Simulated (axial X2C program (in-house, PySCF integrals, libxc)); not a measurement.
**Run report: InNi⁻, relativistic diatomic calculation**

InNi⁻, single determinant with Ω = 3. Computed at this level: PBE, two-component X2C with atomic mean-field Coulomb and Gaunt terms, In dyall-av3z, Ni dyall-av3z (cores contracted) (axial X2C program (in-house, PySCF integrals, libxc)).

What the run reported:

- outcome: converged; a filled level lies above zero
- bond length rₑ: 2.575 Å
- ωₑ: 184.6 cm⁻¹
- energy at the minimum: −7398.77566 hartree
- depth below the fragments: 1.62 eV
- hardware: 1 thread of Arm Neoverse N1, 90 GiB of memory available, shared host
- wall time: 12 s

What is odd here:

One thing in this input was made odd on purpose: sparse fitting set (auxb = 4.0). The program ran to the end. Its numbers are those of the input as typed; this run alone doesn't show how far the oddity moves them. The highest filled level (PBE, up to 1.17 eV) lies above zero. That is common for anions, where the functional's self-interaction leaves the outer electrons unbound; only the finite basis holds them, so such levels depend on it. To bear in mind: at every distance an empty level lies below a filled one, since the occupations are held fixed.

The input:
```
{"zs": [49, 28], "q": -1, "bas": ["dyall-av3z", "dyall-av3z"], "levels": ["PBE0", "HF", "PBE", "B3LYP"], "cc": false, "r0": 2.52, "npts": 10, "nst": 2, "ntry": 6, "opt": {"auxb": 4.0}}
```

The line is the task of a batch: nuclear charges, charge, bases, the levels to run, a first guess of the distance and further settings. This report covers PBE with spin-orbit coupling. The log is that of the reference distance 2.572 Å.

The run was one of a batch that the task file lists, launched with:
```bash
python <driver script> task.json out
```

Output:
```
two-component X2C + atomic mean field  PBE
basis functions 229  fitting functions 692  grid points 5804
iter        total energy     max residual
   1      -7398.767775342     7.92e-02
   2      -7398.644759361     1.38e-01
   3      -7398.539421384     1.64e-01
   4      -7398.760340558     4.29e-02
   5      -7398.763754136     2.04e-02
   6      -7398.769128650     2.61e-02
   7      -7398.775649446     5.36e-04
   8      -7398.775632374     1.58e-03
   9      -7398.775658819     1.34e-04
  10      -7398.775659139     8.91e-05
  11      -7398.775659268     2.79e-05
  12      -7398.775659291     1.02e-05
  13      -7398.775659294     4.21e-06
  14      -7398.775659295     1.67e-06
converged
one-electron -10773.99937129  Coulomb 3321.17435857  exact exchange 0.00000000  xc functional -224.50759015  nuclear repulsion 282.28271127  atomic mean-field constant -3.72576769
```

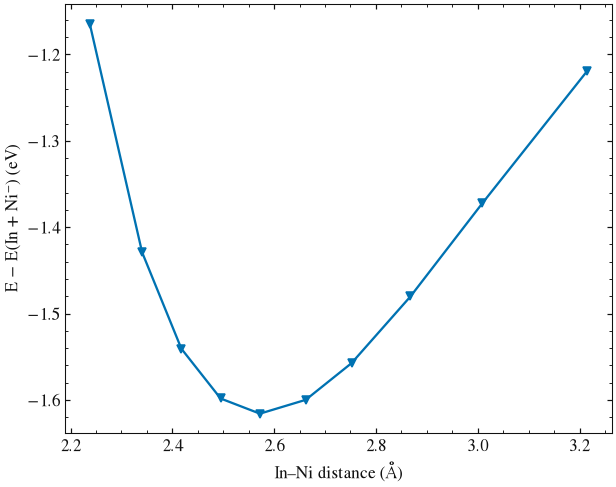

*Energy at 10 bond lengths, for one set of occupations held fixed; the line joins the points.*

A polynomial of degree 6 through 9 points gives rₑ = 2.575 Å, ωₑ = 184.6 cm⁻¹, ωₑxₑ = 1.0 cm⁻¹ and Bₑ = 0.06599 cm⁻¹. The minimum lies 1.62 eV below In + Ni⁻, each computed as one determinant at the same level.
